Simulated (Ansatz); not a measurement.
**F2Si2 (triplet): density, localisation and related maps**

Input

```
crystal:
  periodic: [false, false, false]
  atoms:
    - {symbol: Si, position_ang: [1.128232, -0.431664, 0.003357]}
    - {symbol: Si, position_ang: [-1.128390, 0.431480, -0.003560]}
    - {symbol: F, position_ang: [1.827712, 0.400976, -1.199929]}
    - {symbol: F, position_ang: [-1.827554, -0.400791, 1.200143]}
basis:
  gaussian: {orbitals: def2-TZVP, initial_orbitals: start.molden}
magnetization: {spin_polarized: true, initial_magnetization: 2}
hamiltonian: {xc: pbe0, dispersion: d4}
scf: {omitted_lower_state_checks: [starts]}
output: {orbitals: {seedname: orbitals}}
```

Launched as:

```sh
ansatz run in.yaml --threads 4 --pin off --events-out ev --progress --plain --max-ram 3916MiB
```

Geometry: B3LYP-D4/def2-TZVP.

Level of theory: UKS PBE0-D4/def2-TZVP in Ansatz 0.2.0.

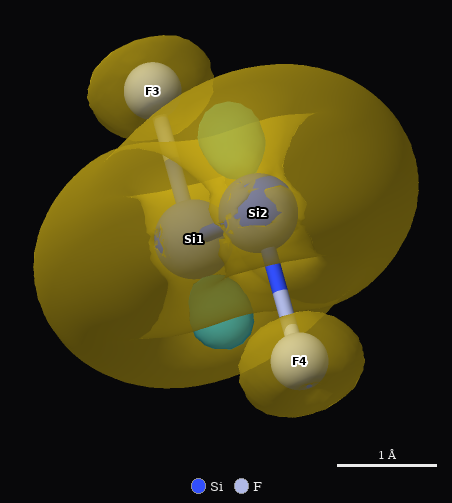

Figure 1. Isosurfaces of the spin density (α minus β) at +0.02 (yellow) and −0.02 e/Å³ (cyan), seen at an oblique angle.

Where is the unpaired spin?

Answer. The unpaired spin (2 electrons) lies mostly on Si1 (about 0.9), Si2 (about 0.9), F3 (about 0.1) and F4 (about 0.1), in electrons by Hirshfeld's partition.

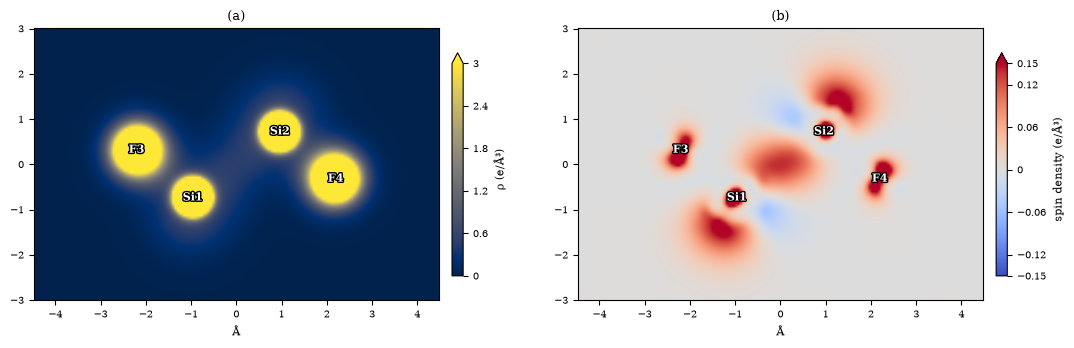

Figure 2. (a) electron density; (b) spin density (α minus β) on the molecular plane.

Interpret the plot.

Answer.
- The section cuts through Si and F sites.
- Si–F (1.62 Å): ρ at the midpoint is about 1.1 e/Å³.
- Si–Si (2.42 Å): the density is about 0.5 e/Å³ at the midpoint.

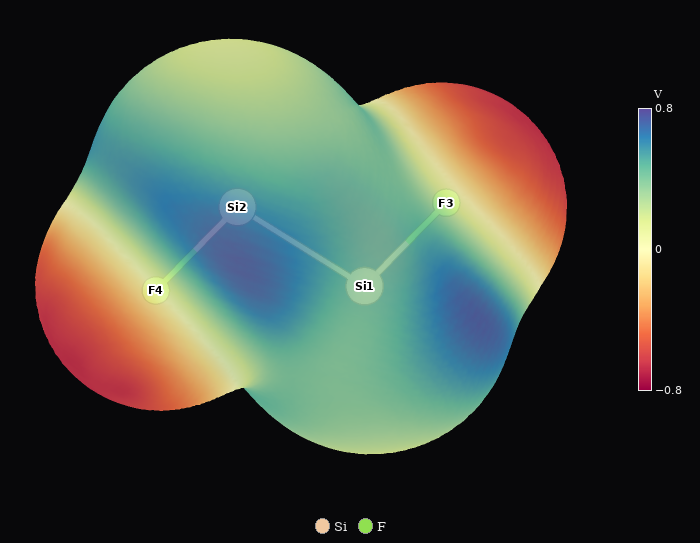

Figure 3. The electrostatic potential painted on the density surface at 0.001 e/bohr³, seen at a tilt; red is negative and blue positive.

Describe the electrostatic potential map.

Answer. The most negative region (about −0.7 V) lies over F3 and F4, the most positive (about +0.8 V) over Si1 and Si2.
